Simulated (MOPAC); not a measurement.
**Geometry relaxation of Si$_{2}$H$_{4}$ClF (part 2 of 2)**

Continued. System: Si$_{2}$H$_{4}$ClF, SMILES F[SiH]([SiH3])Cl. Method: MNDO, closed shell (MOPAC 23.2.5). The atoms were displaced at random from an optimised geometry.

Geometry of the input (Å):
```
F  -1.3255  1.7962  0.1840
Si -0.3799  0.8043  -0.6597
Si 0.5326  -0.7715  0.7487
Cl -1.5389  -0.1193  -2.0758
H  0.5928  1.6550  -1.4050
H  1.3627  -0.1242  1.8015
H  1.3976  -1.6958  -0.0601
H  -0.5432  -1.5857  1.3917
```

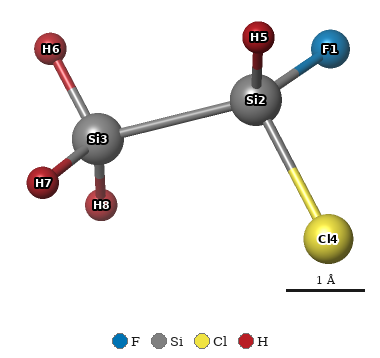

**Figure 1.** The geometry at step 18 of the log (ball-and-stick view, seen at a tilt; atoms are numbered from 1 in the order of the input).

Trajectory as extended XYZ, continued
```
8
Properties=species:S:1:pos:R:3:forces:R:3 step=6 energy=-5.12196
F    -1.3340    1.8135    0.1453    0.0979  -0.0506  -0.0042
Si   -0.3489    0.8038   -0.5913   -0.2444  -0.0290   0.1329
Si    0.5318   -0.7771    0.7152    0.0494   0.0640  -0.0003
Cl   -1.5462   -0.1350   -2.0761    0.0958  -0.0138   0.0293
H     0.5430    1.5799   -1.2898    0.1135   0.0006  -0.0618
H     1.3076   -0.1674    1.6759   -0.0935   0.0183  -0.0213
H     1.3556   -1.6200    0.0142   -0.0444   0.0029  -0.0889
H    -0.4748   -1.4928    1.3127    0.0257   0.0075   0.0144
8
Properties=species:S:1:pos:R:3:forces:R:3 step=7 energy=-5.12655
F    -1.3289    1.8265    0.1522    0.1185  -0.1633  -0.0850
Si   -0.3605    0.7961   -0.5830   -0.1470   0.2197   0.0821
Si    0.5318   -0.7740    0.7087   -0.0184  -0.0442  -0.0773
Cl   -1.5370   -0.1411   -2.0789    0.0224  -0.0152   0.0216
H     0.5460    1.5618   -1.2852    0.0422  -0.0399  -0.0087
H     1.2930   -0.1661    1.6692    0.0600   0.0847   0.0729
H     1.3457   -1.6126   -0.0134   -0.0566   0.0246  -0.0210
H    -0.4689   -1.4801    1.3203   -0.0212  -0.0664   0.0155
8
Properties=species:S:1:pos:R:3:forces:R:3 step=8 energy=-5.12811
F    -1.3264    1.8276    0.1535   -0.0171  -0.0172  -0.0057
Si   -0.3637    0.7999   -0.5815   -0.0126   0.0047   0.0155
Si    0.5309   -0.7749    0.7053   -0.0047   0.0277   0.0637
Cl   -1.5346   -0.1442   -2.0787    0.0135   0.0000   0.0291
H     0.5478    1.5552   -1.2840    0.0566   0.0049  -0.0280
H     1.2908   -0.1625    1.6743   -0.0008   0.0149  -0.0410
H     1.3425   -1.6108   -0.0211   -0.0446   0.0174  -0.0143
H    -0.4686   -1.4804    1.3245    0.0097  -0.0523  -0.0194
8
Properties=species:S:1:pos:R:3:forces:R:3 step=9 energy=-5.12867
F    -1.3267    1.8269    0.1531   -0.0328   0.0121   0.0082
Si   -0.3638    0.8006   -0.5818    0.0435  -0.0096   0.0005
Si    0.5306   -0.7753    0.7065   -0.0204   0.0329   0.0221
Cl   -1.5341   -0.1438   -2.0776    0.0022  -0.0100   0.0138
H     0.5494    1.5550   -1.2871    0.0283  -0.0098  -0.0027
H     1.2912   -0.1610    1.6722    0.0058   0.0167  -0.0198
H     1.3411   -1.6097   -0.0226   -0.0384   0.0146  -0.0123
H    -0.4688   -1.4836    1.3225    0.0118  -0.0468  -0.0099
8
Properties=species:S:1:pos:R:3:forces:R:3 step=10 energy=-5.12951
F    -1.3274    1.8266    0.1523   -0.0323   0.0367   0.0125
Si   -0.3630    0.8014   -0.5811    0.0738  -0.0077  -0.0191
Si    0.5285   -0.7747    0.7070   -0.0238   0.0015  -0.0207
Cl   -1.5324   -0.1442   -2.0749   -0.0138  -0.0222  -0.0071
H     0.5531    1.5517   -1.2906   -0.0029  -0.0154   0.0268
H     1.2913   -0.1568    1.6676    0.0081   0.0074   0.0024
H     1.3362   -1.6061   -0.0299   -0.0345   0.0235   0.0054
H    -0.4682   -1.4919    1.3186    0.0252  -0.0238  -0.0002
8
Properties=species:S:1:pos:R:3:forces:R:3 step=11 energy=-5.12995
F    -1.3279    1.8278    0.1519   -0.0167   0.0345   0.0019
Si   -0.3621    0.8021   -0.5797    0.0435  -0.0079  -0.0235
Si    0.5265   -0.7743    0.7063   -0.0301  -0.0035  -0.0200
Cl   -1.5308   -0.1456   -2.0730   -0.0147  -0.0191  -0.0080
H     0.5562    1.5479   -1.2904   -0.0050  -0.0009   0.0281
H     1.2907   -0.1534    1.6636    0.0080  -0.0029   0.0121
H     1.3311   -1.6018   -0.0364   -0.0124   0.0107   0.0020
H    -0.4666   -1.4985    1.3159    0.0275  -0.0108   0.0074
8
Properties=species:S:1:pos:R:3:forces:R:3 step=12 energy=-5.13021
F    -1.3284    1.8299    0.1513    0.0123   0.0074  -0.0205
Si   -0.3611    0.8027   -0.5784   -0.0263   0.0076  -0.0008
Si    0.5241   -0.7738    0.7047   -0.0131  -0.0086   0.0050
Cl   -1.5293   -0.1478   -2.0711   -0.0105  -0.0101  -0.0053
H     0.5593    1.5452   -1.2863    0.0118   0.0216   0.0069
H     1.2900   -0.1511    1.6608   -0.0014  -0.0186   0.0028
H     1.3262   -1.5973   -0.0440    0.0036   0.0022   0.0015
H    -0.4638   -1.5049    1.3147    0.0236  -0.0016   0.0104
8
Properties=species:S:1:pos:R:3:forces:R:3 step=13 energy=-5.13031
F    -1.3283    1.8306    0.1510    0.0089   0.0053  -0.0192
Si   -0.3612    0.8029   -0.5783   -0.0297   0.0046   0.0004
Si    0.5240   -0.7741    0.7044   -0.0155  -0.0041   0.0120
Cl   -1.5294   -0.1483   -2.0711   -0.0052  -0.0047  -0.0004
H     0.5597    1.5463   -1.2843    0.0139   0.0198   0.0005
H     1.2900   -0.1520    1.6609    0.0000  -0.0159   0.0021
H     1.3261   -1.5967   -0.0445    0.0069  -0.0027  -0.0031
H    -0.4627   -1.5055    1.3158    0.0207  -0.0024   0.0077
8
Properties=species:S:1:pos:R:3:forces:R:3 step=14 energy=-5.13052
F    -1.3284    1.8344    0.1481   -0.0082  -0.0046  -0.0084
Si   -0.3619    0.8042   -0.5781   -0.0158   0.0111   0.0122
Si    0.5229   -0.7757    0.7038    0.0104   0.0083   0.0176
Cl   -1.5294   -0.1506   -2.0704    0.0110   0.0131   0.0073
H     0.5628    1.5534   -1.2741    0.0044  -0.0082  -0.0175
H     1.2908   -0.1573    1.6615   -0.0011  -0.0082  -0.0086
H     1.3255   -1.5937   -0.0501    0.0009  -0.0033  -0.0013
H    -0.4559   -1.5110    1.3214   -0.0016  -0.0082  -0.0013
8
Properties=species:S:1:pos:R:3:forces:R:3 step=15 energy=-5.13058
F    -1.3287    1.8337    0.1482   -0.0081   0.0049  -0.0057
Si   -0.3617    0.8042   -0.5780   -0.0076   0.0042   0.0038
Si    0.5230   -0.7755    0.7041   -0.0035   0.0026   0.0095
Cl   -1.5293   -0.1500   -2.0702    0.0059   0.0071   0.0029
H     0.5626    1.5518   -1.2768    0.0008  -0.0050  -0.0080
H     1.2908   -0.1565    1.6608    0.0031  -0.0065   0.0006
H     1.3253   -1.5940   -0.0495    0.0038  -0.0043  -0.0026
H    -0.4570   -1.5111    1.3203    0.0057  -0.0031  -0.0005
8
Properties=species:S:1:pos:R:3:forces:R:3 step=16 energy=-5.13061
F    -1.3291    1.8338    0.1477   -0.0066   0.0082  -0.0038
Si   -0.3617    0.8044   -0.5778   -0.0014   0.0027   0.0002
Si    0.5230   -0.7757    0.7042   -0.0026   0.0013   0.0018
Cl   -1.5290   -0.1499   -2.0697    0.0027   0.0035  -0.0008
H     0.5627    1.5511   -1.2780   -0.0035  -0.0056  -0.0015
H     1.2910   -0.1568    1.6607    0.0041  -0.0059   0.0032
H     1.3251   -1.5939   -0.0502    0.0023  -0.0018   0.0000
H    -0.4566   -1.5121    1.3200    0.0049  -0.0023   0.0009
8
Properties=species:S:1:pos:R:3:forces:R:3 step=17 energy=-5.13063
F    -1.3299    1.8346    0.1466   -0.0041   0.0097  -0.0005
Si   -0.3618    0.8049   -0.5774    0.0041   0.0003  -0.0029
Si    0.5230   -0.7762    0.7043   -0.0028  -0.0009  -0.0039
Cl   -1.5287   -0.1498   -2.0691   -0.0001  -0.0001  -0.0044
H     0.5630    1.5505   -1.2787   -0.0071  -0.0063   0.0042
H     1.2914   -0.1582    1.6607    0.0060  -0.0032   0.0055
H     1.3248   -1.5936   -0.0516    0.0007   0.0007   0.0021
H    -0.4554   -1.5139    1.3203    0.0033  -0.0003   0.0000
8
Properties=species:S:1:pos:R:3:forces:R:3 step=18 energy=-5.13065
F    -1.3304    1.8356    0.1457   -0.0006   0.0068   0.0005
Si   -0.3620    0.8051   -0.5769    0.0028  -0.0009  -0.0026
Si    0.5231   -0.7765    0.7042    0.0001   0.0003  -0.0045
Cl   -1.5285   -0.1499   -2.0688   -0.0007  -0.0012  -0.0048
H     0.5631    1.5500   -1.2787   -0.0063  -0.0051   0.0053
H     1.2918   -0.1597    1.6612    0.0058  -0.0015   0.0038
H     1.3248   -1.5934   -0.0526   -0.0006   0.0024   0.0028
H    -0.4542   -1.5152    1.3206   -0.0005  -0.0009  -0.0004
8
Properties=species:S:1:pos:R:3:forces:R:3 step=19 energy=-5.13066
F    -1.3309    1.8368    0.1449    0.0030   0.0002   0.0003
Si   -0.3624    0.8052   -0.5764   -0.0036  -0.0019   0.0001
Si    0.5235   -0.7768    0.7041    0.0000   0.0007   0.0012
Cl   -1.5283   -0.1500   -2.0687   -0.0002  -0.0006  -0.0025
H     0.5629    1.5492   -1.2781   -0.0007  -0.0012   0.0019
H     1.2925   -0.1616    1.6621    0.0046   0.0008   0.0003
H     1.3250   -1.5932   -0.0532   -0.0003   0.0026   0.0009
H    -0.4530   -1.5163    1.3209   -0.0029  -0.0005  -0.0022
8
Properties=species:S:1:pos:R:3:forces:R:3 step=20 energy=-5.13066
F    -1.3307    1.8368    0.1450    0.0024  -0.0005  -0.0003
Si   -0.3625    0.8051   -0.5764   -0.0041  -0.0015   0.0004
Si    0.5235   -0.7767    0.7042    0.0000   0.0011   0.0018
Cl   -1.5284   -0.1500   -2.0689    0.0002   0.0001  -0.0013
H     0.5627    1.5491   -1.2780    0.0004  -0.0006   0.0007
H     1.2926   -0.1615    1.6622    0.0035   0.0001  -0.0003
H     1.3251   -1.5932   -0.0529    0.0003   0.0022   0.0003
H    -0.4533   -1.5160    1.3206   -0.0027  -0.0008  -0.0012
8
Properties=species:S:1:pos:R:3:forces:R:3 step=21 energy=-5.13067
F    -1.3303    1.8369    0.1454   -0.0008  -0.0015  -0.0010
Si   -0.3630    0.8047   -0.5764   -0.0017  -0.0001   0.0011
Si    0.5238   -0.7764    0.7045   -0.0031  -0.0009   0.0024
Cl   -1.5286   -0.1500   -2.0694    0.0000   0.0012   0.0009
H     0.5625    1.5485   -1.2776    0.0026   0.0004  -0.0018
H     1.2932   -0.1614    1.6624    0.0005  -0.0009  -0.0007
H     1.3253   -1.5929   -0.0525    0.0020   0.0008  -0.0013
H    -0.4538   -1.5159    1.3197    0.0005   0.0009   0.0004
8
Properties=species:S:1:pos:R:3:forces:R:3 step=22 energy=-5.13067
F    -1.3304    1.8370    0.1452   -0.0003  -0.0010  -0.0005
Si   -0.3629    0.8048   -0.5764   -0.0010  -0.0003   0.0004
Si    0.5237   -0.7765    0.7045   -0.0014  -0.0001   0.0009
Cl   -1.5285   -0.1500   -2.0693   -0.0002   0.0007   0.0002
H     0.5626    1.5485   -1.2777    0.0015  -0.0002  -0.0006
H     1.2932   -0.1615    1.6624    0.0008  -0.0006  -0.0005
H     1.3252   -1.5928   -0.0527    0.0013   0.0012  -0.0006
H    -0.4536   -1.5161    1.3198   -0.0006   0.0003   0.0006
8
Properties=species:S:1:pos:R:3:forces:R:3 step=23 energy=-5.13067
F    -1.3305    1.8370    0.1451   -0.0003  -0.0004   0.0002
Si   -0.3629    0.8048   -0.5763    0.0001  -0.0003  -0.0002
Si    0.5237   -0.7766    0.7045   -0.0007  -0.0002  -0.0002
Cl   -1.5285   -0.1500   -2.0692   -0.0005   0.0002  -0.0003
H     0.5627    1.5484   -1.2778    0.0006  -0.0006   0.0002
H     1.2933   -0.1617    1.6623    0.0007  -0.0003   0.0000
H     1.3253   -1.5926   -0.0530    0.0007   0.0012   0.0000
H    -0.4535   -1.5163    1.3199   -0.0006   0.0004   0.0004
8
Properties=species:S:1:pos:R:3:forces:R:3 step=24 energy=-5.13067
F    -1.3305    1.8370    0.1450   -0.0005   0.0000   0.0003
Si   -0.3629    0.8047   -0.5763    0.0010  -0.0001  -0.0003
Si    0.5237   -0.7766    0.7046   -0.0001  -0.0001  -0.0009
Cl   -1.5285   -0.1499   -2.0692   -0.0007   0.0000  -0.0005
H     0.5628    1.5483   -1.2778    0.0001  -0.0008   0.0006
H     1.2935   -0.1618    1.6623    0.0004  -0.0001   0.0002
H     1.3253   -1.5924   -0.0531    0.0002   0.0009   0.0002
H    -0.4535   -1.5164    1.3200   -0.0004   0.0003   0.0003
8
Properties=species:S:1:pos:R:3:forces:R:3 step=25 energy=-5.13067
F    -1.3305    1.8370    0.1450   -0.0005   0.0000   0.0003
Si   -0.3630    0.8047   -0.5763    0.0008   0.0000  -0.0003
Si    0.5237   -0.7765    0.7046    0.0002   0.0000  -0.0007
Cl   -1.5285   -0.1499   -2.0693   -0.0006   0.0000  -0.0003
H     0.5629    1.5482   -1.2777    0.0002  -0.0005   0.0005
H     1.2937   -0.1619    1.6623   -0.0001   0.0000   0.0003
H     1.3254   -1.5921   -0.0532   -0.0001   0.0002   0.0002
H    -0.4535   -1.5163    1.3201    0.0001   0.0003   0.0001
8
Properties=species:S:1:pos:R:3:forces:R:3 step=26 energy=-5.13067
F    -1.3304    1.8370    0.1450   -0.0004   0.0000   0.0001
Si   -0.3630    0.8047   -0.5763    0.0003   0.0000  -0.0001
Si    0.5237   -0.7765    0.7046    0.0003   0.0001  -0.0003
Cl   -1.5286   -0.1499   -2.0693   -0.0005   0.0001  -0.0002
H     0.5629    1.5481   -1.2777    0.0004  -0.0003   0.0002
H     1.2937   -0.1619    1.6623   -0.0002   0.0000   0.0002
H     1.3254   -1.5921   -0.0532   -0.0001   0.0000   0.0001
H    -0.4535   -1.5162    1.3201    0.0002   0.0001   0.0000
8
Properties=species:S:1:pos:R:3:forces:R:3 step=27 energy=-5.13067
F    -1.3304    1.8369    0.1450   -0.0002  -0.0002  -0.0001
Si   -0.3630    0.8046   -0.5763   -0.0003   0.0000   0.0000
Si    0.5237   -0.7765    0.7046    0.0003   0.0002   0.0001
Cl   -1.5286   -0.1499   -2.0693   -0.0003   0.0002   0.0000
H     0.5629    1.5481   -1.2777    0.0005   0.0000   0.0000
H     1.2937   -0.1619    1.6624   -0.0002   0.0001   0.0001
H     1.3255   -1.5920   -0.0532    0.0000  -0.0002   0.0000
H    -0.4535   -1.5162    1.3201    0.0002   0.0000  -0.0001
8
Properties=species:S:1:pos:R:3:forces:R:3 step=28 energy=-5.13067
F    -1.3304    1.8369    0.1450   -0.0001  -0.0002  -0.0001
Si   -0.3629    0.8046   -0.5763   -0.0005   0.0000   0.0001
Si    0.5237   -0.7765    0.7046    0.0002   0.0002   0.0003
Cl   -1.5286   -0.1498   -2.0694   -0.0002   0.0002   0.0001
H     0.5629    1.5481   -1.2776    0.0005   0.0001  -0.0001
H     1.2937   -0.1619    1.6624   -0.0001   0.0001   0.0000
H     1.3255   -1.5921   -0.0531    0.0000  -0.0003   0.0000
H    -0.4535   -1.5161    1.3201    0.0002  -0.0001  -0.0001
8
Properties=species:S:1:pos:R:3:forces:R:3 step=29 energy=-5.13067
F    -1.3305    1.8369    0.1450    0.0000  -0.0001  -0.0001
Si   -0.3629    0.8046   -0.5763   -0.0005   0.0000   0.0001
Si    0.5237   -0.7765    0.7046    0.0000   0.0001   0.0003
Cl   -1.5286   -0.1498   -2.0694    0.0000   0.0002   0.0001
H     0.5630    1.5480   -1.2776    0.0003   0.0001  -0.0001
H     1.2936   -0.1619    1.6624   -0.0001   0.0001  -0.0001
H     1.3255   -1.5921   -0.0531    0.0001  -0.0002   0.0000
H    -0.4535   -1.5161    1.3201    0.0001  -0.0001  -0.0001
8
Properties=species:S:1:pos:R:3:forces:R:3 step=30 energy=-5.13067
F    -1.3305    1.8369    0.1450    0.0001   0.0001   0.0000
Si   -0.3629    0.8046   -0.5763   -0.0001   0.0000   0.0000
Si    0.5237   -0.7765    0.7047   -0.0002  -0.0001   0.0000
Cl   -1.5287   -0.1498   -2.0694    0.0000   0.0001   0.0000
H     0.5631    1.5480   -1.2776    0.0000   0.0000   0.0000
H     1.2936   -0.1619    1.6625    0.0000   0.0001  -0.0001
H     1.3255   -1.5921   -0.0531    0.0002   0.0000   0.0000
H    -0.4535   -1.5161    1.3201    0.0001  -0.0001   0.0000
```

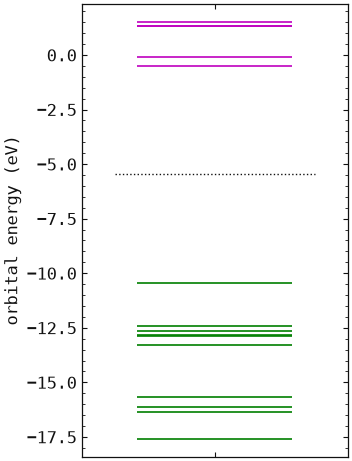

**Figure 2.** Orbital energies near the frontier; the dotted line parts filled from empty levels, and levels within 0.02 eV of each other stand side by side. Highest filled −10.44 eV, lowest empty −0.51 eV, 9.93 eV apart.

Summary

| quantity | value |
| --- | --- |
| outcome | converged |
| total energy | −39.275847 hartree |
| dispersion energy | 0.000000 hartree |
| heat of formation | −118.32 kcal/mol |
| basis functions | 20 |
| largest force | 0.000 eV/Å |
| HOMO | −10.44 eV |
| LUMO | −0.51 eV |
| dipole moment | 3.79 D |
| peak memory | 0.073 GiB |

Remarks

MOPAC's energies along a path are heats of formation.
